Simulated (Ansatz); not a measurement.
## Electronic structure of Cl2F3Ta in real space

Input

```
crystal:
  periodic: [false, false, false]
  atoms:
    - { symbol: Ta, position_ang: [0.0, 0.0, 0.0] }
    - { symbol: F, position_ang: [1.93, 0.0, 0.0] }
    - { symbol: F, position_ang: [0.0, 0.0, 1.93] }
    - { symbol: F, position_ang: [0.0, 0.0, -1.93] }
    - { symbol: Cl, position_ang: [-1.235, 2.139, 0.0] }
    - { symbol: Cl, position_ang: [-1.235, -2.139, 0.0] }
basis:
  gaussian: { orbitals: def2-SVP }
hamiltonian:
  xc: pbe
relax:
  f_tol: 0.02
  max_steps: 40
output:
  orbitals: {}
```

Command:

```sh
ansatz run input.yaml --threads 2 --pin off --max-ram 3072MiB --backend cpu --events-out ev --progress --plain --runs-dir out
```

The fields are those of the run's last geometry, not of the input's.

Core potentials replace the inner electrons of Ta.

All numbers below come from RKS PBE/def2-SVP in Ansatz.

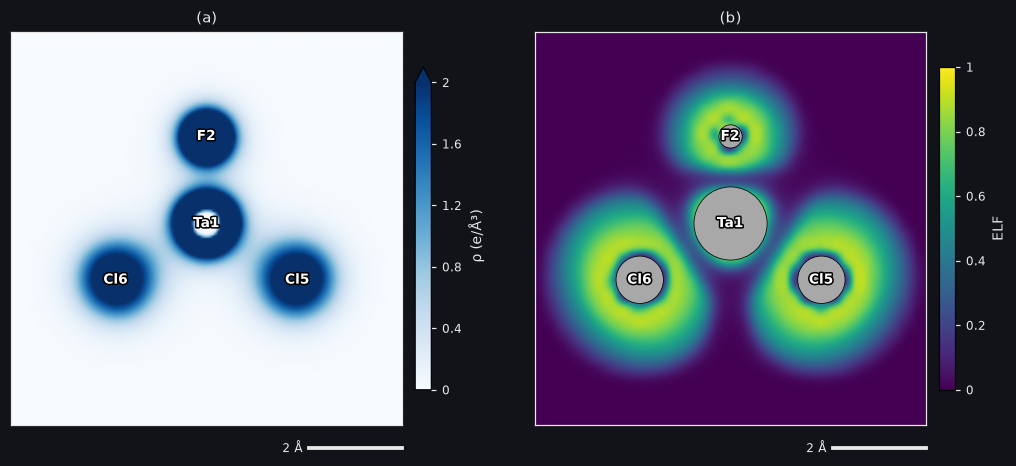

Figure 1. (a) electron density; (b) electron localisation function on the plane of atoms F2, Ta1 and Cl6. Grey discs cover the atomic cores in the ELF map.

Describe what can be read from this map.

Atoms in the plane: Ta, F and Cl. Ta–F (1.87 Å): ρ is about 1 e/Å³ halfway; the ELF peaks at about 0.85 in the valence shell of F, 0.6 Å from its nucleus, and drops to about 0.20 between the two atoms. Ta–Cl (2.30 Å): ρ is about 0.68 e/Å³ halfway; the ELF peaks at about 0.85 in the valence shell of Cl, 0.8 Å from its nucleus, and is about 0.40 at the midpoint.

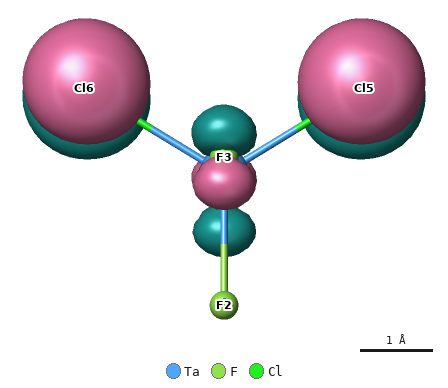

Figure 2. The HOMO−1 at ±0.15 Å⁻³ᐟ² (teal and pink are the two phases), seen from one side.

What is the character of this orbital?

By Hirshfeld shares it lies mainly on Cl5 (about 40 %), Cl6 (about 40 %), F3 (about 5 %) and F4 (about 5 %); largely a combination of lone pairs on Cl5, Cl6, F3 and F4. Its energy is −8.83 eV.

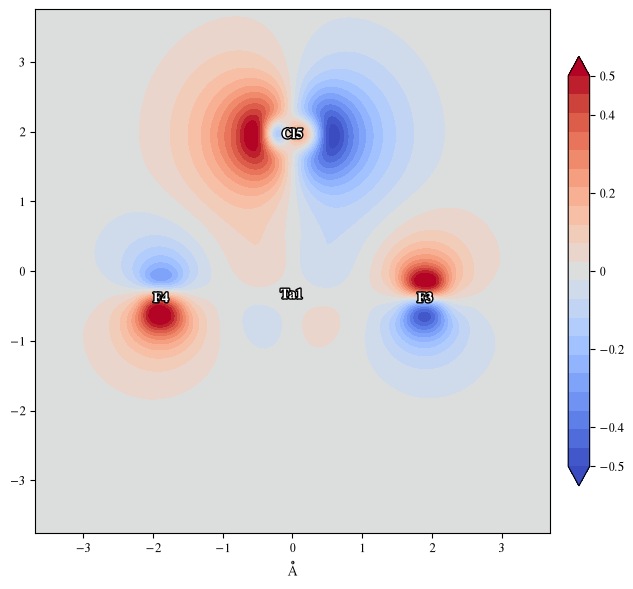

Figure 3. The HOMO on the plane of atoms F3, Ta1 and Cl5 (values in Å⁻³ᐟ²; the overall sign is arbitrary).

What is the character of this orbital?

By Hirshfeld shares it lies mainly on Cl5 (about 40 %), Cl6 (about 40 %), F3 (about 10 %) and F4 (about 10 %); largely a combination of lone pairs on Cl5, Cl6, F3 and F4. Its energy is −8.70 eV.
